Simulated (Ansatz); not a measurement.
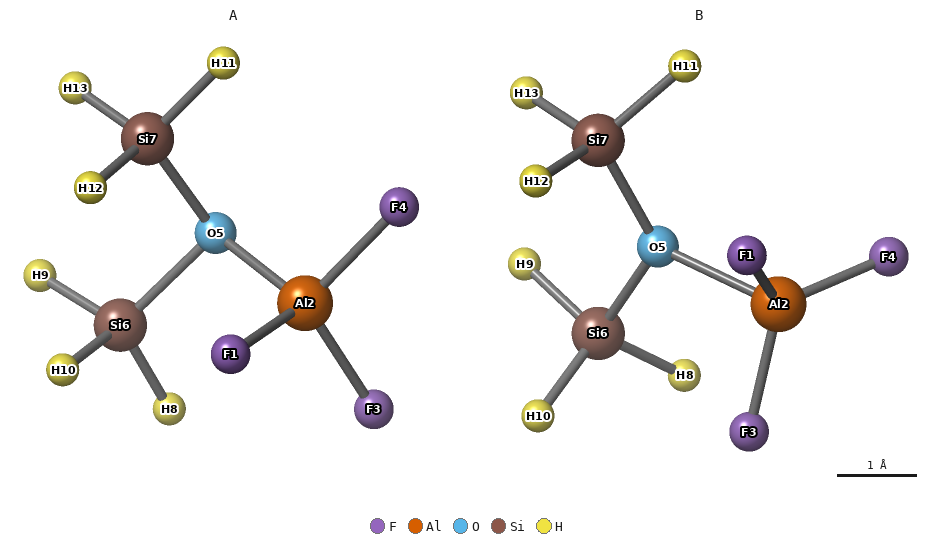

Two geometries of AlSi2H6OF3 (coarse preliminary run), drawn at one scale. One is the start of a relaxation, the other its converged end. Style: ball-and-stick. Shown at a tilt.

Theory: RKS PBE-D4/def2-SVP (Ansatz 0.2.0). (force threshold 0.03 eV/Å; at most 200 steps)

**Which one is relaxed?**

Structure B is the relaxed one. The start comes from a force field. F1 moves most after the best rigid fit: 1.43 Å. By element the largest moves are F 1.43 Å, H 0.90 Å, O 0.54 Å, Si 0.38 Å, Al 0.18 Å. Near-neighbour distances that change, for instance: Si6–Si7 2.775 → 3.149 Å, Al2–F3 1.827 → 1.693 Å, F1–Al2 1.820 → 1.692 Å, Al2–F4 1.802 → 1.674 Å. Among the angles between lasting bonds that change: Si6–O5–Si7 105.4° → 127.3°, F3–Al2–O5 110.2° → 95.4°, F1–Al2–O5 109.9° → 95.6°. Over 16 geometry steps the energy falls by 175.2 kJ/mol. The largest force component goes from 4.8 to 0.023 eV/Å. The forces were under the threshold at step 13, but the run went on from there. Cost: 34 s on 4 threads of Arm Neoverse V2 (shared host).
